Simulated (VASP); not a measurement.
Band structure of NiO (rock salt, AFM-II order). These are TPSS meta-GGA, VASP's PBE PAW potentials (set 64) (plane waves; VASP) values and carry that method's errors.

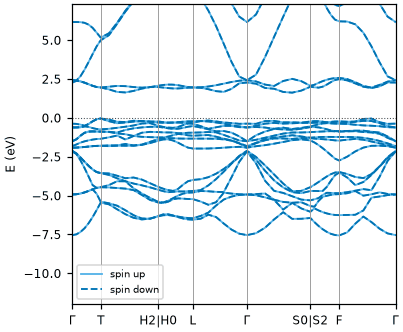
Figure: Bands along high-symmetry lines, zero at the valence-band maximum or, without a gap, the Fermi level

Read the plot: is there a gap, and where are the band edges?

The gap is indirect, 1.33 eV, from the valence maximum at (0.30, 0.30, 0.10) to the conduction minimum at (0.50, 0.30, 0.30).

The compound is NiO in the rock salt, AFM-II order structure. It was relaxed first.
